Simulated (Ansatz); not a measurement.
# Cl2H5NSi2: basis-set convergence

Aim: see how fast density functionals converge with the basis set for Cl2H5NSi2.

Program: Ansatz 0.2.0, Gaussian basis. Level of theory: one geometry, several basis sets. These are calculated values, not measurements.

Levels to be run: PBE0-D4/def2-SVP; ωB97M-V/def2-SVP; PBE0-D4/def2-QZVPP; ωB97M-V/def2-QZVPP; the functionals' def2-TZVPP values are taken from earlier runs.

## 1. The geometry

The geometry comes from an earlier relaxation with PBE0-D4 in a triple-zeta def2 set; it is a stationary point, not always the lowest conformer.

SMILES `Cl[SiH2]N[SiH2]Cl`, 10 atoms, charge 0, spin multiplicity 1.

Atoms are counted from 1 here; the program's logs count them from 0.

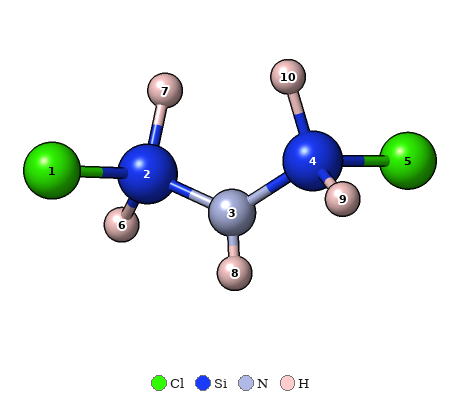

The structure; chlorine green, silicon blue, nitrogen light blue, hydrogen pink; atoms are numbered from 1 in the order of the file.

## 2. PBE0-D4 in def2-SVP

in.yaml reads:

```yaml
crystal:
  periodic: [false, false, false]
  atoms:
    - {symbol: Cl, position_ang: [-2.318700, -1.418130, 1.357156]}
    - {symbol: Si, position_ang: [-1.344973, 0.267495, 0.686118]}
    - {symbol: N, position_ang: [-0.248837, -0.080164, -0.585871]}
    - {symbol: Si, position_ang: [1.453779, -0.251187, -0.475813]}
    - {symbol: Cl, position_ang: [2.448073, 1.443580, -1.091562]}
    - {symbol: H, position_ang: [-2.402049, 1.188305, 0.216501]}
    - {symbol: H, position_ang: [-0.568013, 0.809768, 1.819630]}
    - {symbol: H, position_ang: [-0.652131, -0.197001, -1.505717]}
    - {symbol: H, position_ang: [1.918476, -1.340312, -1.361202]}
    - {symbol: H, position_ang: [1.797574, -0.473655, 0.943660]}
basis:
  gaussian: {orbitals: def2-SVP}
hamiltonian: {xc: pbe0, dispersion: d4}
output: {orbitals: {seedname: orbitals}}
```

Command:

```sh
ansatz run in.yaml --threads 4 --pin off --events-out ev --progress --plain --max-ram 10444MiB
```

Log:

```text
Functional definition: PBE0
  name "PBE0"
  cite "Adamo & Barone, J. Chem. Phys. 110, 6158 (1999) doi:10.1063/1.478522"
  cite "Perdew, Burke & Ernzerhof, Phys. Rev. Lett. 77, 3865 (1996) doi:10.1103/PhysRevLett.77.3865"
  parent pbe
  parameter a = 0.25
  parameter kappa = 0.804
  parameter beta = 0.06672455060314922
  exchange = (1 - a)*pbe_x(kappa = kappa, mu = beta*pi^2/3) + a*exact_x
  correlation = pbe_c(beta = beta)
1047 factors; integrals over basis functions are off by at most 1.1e-3 eV
mean field evaluation 1: about -42340.8084 eV, gradient 4.9e1 eV
mean field evaluation 2: about -42334.1613 eV, gradient 7.0e1 eV
mean field evaluation 4: about -42345.3946 eV, gradient 2.2e0 eV
mean field evaluation 8: about -42345.4636 eV, gradient 1.3e-1 eV
mean field evaluation 16: about -42345.4636 eV, gradient 2.5e-5 eV
mean field -42345.46361604 eV, -1556.1670851034 hartree, gradient 2.5e-5 eV, S^2 0.000000; 0 other end points of the search recorded, 0 dependent functions left out
reference -42345.46364330 eV, -1556.1670861053 hartree; 37, 37 occupied and 74, 74 virtual orbitals, 1047 factors
Total energy: -42345.71975132 eV, -1556.1764979011 hartree
```

It took 1.2 s on 4 threads of Arm Neoverse V2, shared host.

## 3. ωB97M-V in def2-SVP

Changes to in.yaml since step 2:

```diff
@@ -15,3 +15,3 @@
   gaussian: {orbitals: def2-SVP}
-hamiltonian: {xc: pbe0, dispersion: d4}
+hamiltonian: {xc: {name: wB97M-V}}
 output: {orbitals: {seedname: orbitals}}
```

The command is unchanged.

Log, cut to the lines that bear on the results:

```text
Functional definition: wB97M-V
  name "wB97M-V"
  cite "Mardirossian & Head-Gordon, J. Chem. Phys. 144, 214110 (2016) doi:10.1063/1.4952647"
  cite "Becke, J. Chem. Phys. 107, 8554 (1997) doi:10.1063/1.475007"
  cite "Vydrov & Van Voorhis, J. Chem. Phys. 133, 244103 (2010) doi:10.1063/1.3521275"
  # Of w^i u^j: cxij and so on, Table III.
[...]
  gx(w, u) = 1 - cx + cx01*u + cx10*w
  gss(w, u) = css00 + css04*u^4 + css10*w + css20*w^2 + css43*w^4*u^3
  gos(w, u) = cos00 + cos10*w + (cos20 + cos21*u)*w^2 + (cos60 + cos61*u)*w^6
[...]
      + integral(e_c_pw_mod_opposite_spin*gos(b97_w_opposite, b97_u_opposite)) + vv10(b, c)
1047 factors; integrals over basis functions are off by at most 1.1e-3 eV
340 factors; integrals over basis functions are off by at most 5.3e-6 eV
[...]
mean field -42359.17732930 eV, -1556.6710547703 hartree, gradient 2.4e-5 eV, S^2 0.000000; 0 other end points of the search recorded, 0 dependent functions left out
reference -42359.17737126 eV, -1556.6710563123 hartree; 37, 37 occupied and 74, 74 virtual orbitals, 1047 factors
Total energy: -42359.17737126 eV, -1556.6710563123 hartree
```

It took 4.9 s on 4 threads of Arm Neoverse V2, shared host.

## 4. PBE0-D4 in def2-QZVPP

Changes to in.yaml since step 3:

```diff
@@ -14,4 +14,4 @@
 basis:
-  gaussian: {orbitals: def2-SVP}
-hamiltonian: {xc: {name: wB97M-V}}
+  gaussian: {orbitals: "def2-QZVPP.json"}
+hamiltonian: {xc: pbe0, dispersion: d4}
 output: {orbitals: {seedname: orbitals}}
```

Same command.

Log:

```text
Functional definition: PBE0
  name "PBE0"
  cite "Adamo & Barone, J. Chem. Phys. 110, 6158 (1999) doi:10.1063/1.478522"
  cite "Perdew, Burke & Ernzerhof, Phys. Rev. Lett. 77, 3865 (1996) doi:10.1103/PhysRevLett.77.3865"
  parent pbe
  parameter a = 0.25
  parameter kappa = 0.804
  parameter beta = 0.06672455060314922
  exchange = (1 - a)*pbe_x(kappa = kappa, mu = beta*pi^2/3) + a*exact_x
  correlation = pbe_c(beta = beta)
1979 factors; their error is unknown
mean field evaluation 1: about -42356.2940 eV, gradient 6.1e1 eV
mean field evaluation 2: about -42344.1061 eV, gradient 9.0e1 eV
mean field evaluation 4: about -42363.0620 eV, gradient 3.9e0 eV
mean field evaluation 8: about -42363.0911 eV, gradient 4.2e-2 eV
mean field -42363.13054325 eV, -1556.8163327034 hartree, gradient 8.2e-5 eV, S^2 0.000000; 0 other end points of the search recorded, 0 dependent functions left out
reference -42363.13058340 eV, -1556.8163341787 hartree; 37, 37 occupied and 450, 450 virtual orbitals, 1979 factors
Total energy: -42363.38669141 eV, -1556.8257459745 hartree
```

Wall time 12 s (4 threads of Arm Neoverse V2, shared host); peak memory 2.4 GiB.

## 5. ωB97M-V in def2-QZVPP

Changes to in.yaml since step 4:

```diff
@@ -15,3 +15,3 @@
   gaussian: {orbitals: "def2-QZVPP.json"}
-hamiltonian: {xc: pbe0, dispersion: d4}
+hamiltonian: {xc: {name: wB97M-V}}
 output: {orbitals: {seedname: orbitals}}
```

Launched as before.

Log, cut to the lines that bear on the results:

```text
Functional definition: wB97M-V
  name "wB97M-V"
  cite "Mardirossian & Head-Gordon, J. Chem. Phys. 144, 214110 (2016) doi:10.1063/1.4952647"
  cite "Becke, J. Chem. Phys. 107, 8554 (1997) doi:10.1063/1.475007"
  cite "Vydrov & Van Voorhis, J. Chem. Phys. 133, 244103 (2010) doi:10.1063/1.3521275"
  # Of w^i u^j: cxij and so on, Table III.
[...]
  gx(w, u) = 1 - cx + cx01*u + cx10*w
  gss(w, u) = css00 + css04*u^4 + css10*w + css20*w^2 + css43*w^4*u^3
  gos(w, u) = cos00 + cos10*w + (cos20 + cos21*u)*w^2 + (cos60 + cos61*u)*w^6
[...]
      + integral(e_c_pw_mod_opposite_spin*gos(b97_w_opposite, b97_u_opposite)) + vv10(b, c)
1907 factors; their error is unknown
382 factors; integrals over basis functions are off by at most 2.9e-5 eV
[...]
mean field -42376.75933761 eV, -1557.3171816582 hartree, gradient 2.9e-5 eV, S^2 0.000000; 0 other end points of the search recorded, 0 dependent functions left out
reference -42376.75940393 eV, -1557.3171840952 hartree; 37, 37 occupied and 450, 450 virtual orbitals, 1907 factors
Total energy: -42376.75940393 eV, -1557.3171840952 hartree
```

Wall time 25 s (4 threads of Arm Neoverse V2, shared host); peak memory 2.7 GiB.

## 6. Density functionals: the series

The def2-TZVPP values come from earlier runs at the same geometry.

| functional | basis | functions | energy (eV) | from the largest (eV) | HOMO (eV) | LUMO (eV) |
| --- | --- | --- | --- | --- | --- | --- |
| PBE0-D4 | def2-SVP | 111 | -42345.7198 | 17.667 | -8.36 | 0.44 |
| PBE0-D4 | def2-TZVPP | 269 | -42362.0019 | 1.385 | -8.47 | -0.09 |
| PBE0-D4 | def2-QZVPP | 487 | -42363.3867 | 0.000 | -8.50 | -0.27 |
| ωB97M-V | def2-SVP | 111 | -42359.1774 | 17.582 | -10.60 | 2.29 |
| ωB97M-V | def2-TZVPP | 269 | -42375.4578 | 1.302 | -10.75 | 1.55 |
| ωB97M-V | def2-QZVPP | 487 | -42376.7594 | 0.000 | -10.79 | 1.15 |

## 7. Summary of results

| quantity | value |
| --- | --- |
| PBE0-D4: double and triple zeta above quadruple | 17.67, 1.38 eV |
| ωB97M-V: double and triple zeta above quadruple | 17.58, 1.30 eV |

**Reading.** PBE0-D4 gains 16.28 eV from double to triple zeta, then 1.38 eV more. Total energies overstate the basis error of differences, where much of it tends to cancel. The LUMO of ωB97M-V is positive and keeps falling with the basis (2.29 to 1.15 eV): an unbound level that the basis holds in place.

For PBE0-D4 the largest set took about 10 times as long as the smallest (12 s against 1.2 s).
